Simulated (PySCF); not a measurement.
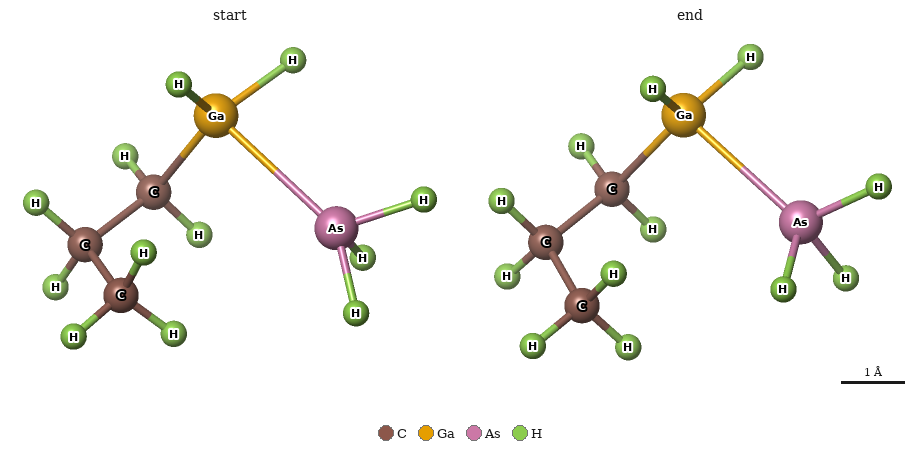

The structure of C3H12AsGa before (left) and after (right) a relaxation, at one scale.

The picture is a ball-and-stick view, seen at a tilt.

The start comes from GFN2-xTB.

Computed with PBE0-D3(BJ)/def2-SVP geometry optimisation, gas phase in PySCF 2.14.0, density-fitted response routines. 

What changed between the two?

Answer. The largest move after the best rigid fit is that of an H atom, 0.70 Å. Largest moves by element: H 0.70 Å, As 0.23 Å, C 0.19 Å, Ga 0.16 Å. Some distances before and after: As–Ga 2.792 → 2.668 Å, C–Ga 2.037 → 1.994 Å, As–H 1.489 → 1.513 Å, Ga–H 1.573 → 1.584 Å. Among the angles between lasting bonds that change: Ga–As–H 148.3° → 122.9°, Ga–As–H 94.9° → 119.8°, As–Ga–H 86.0° → 92.9°. The energy falls by 26.8 kJ/mol in 10 geometry steps. The largest force component goes from 0.74 to 0.017 eV/Å.
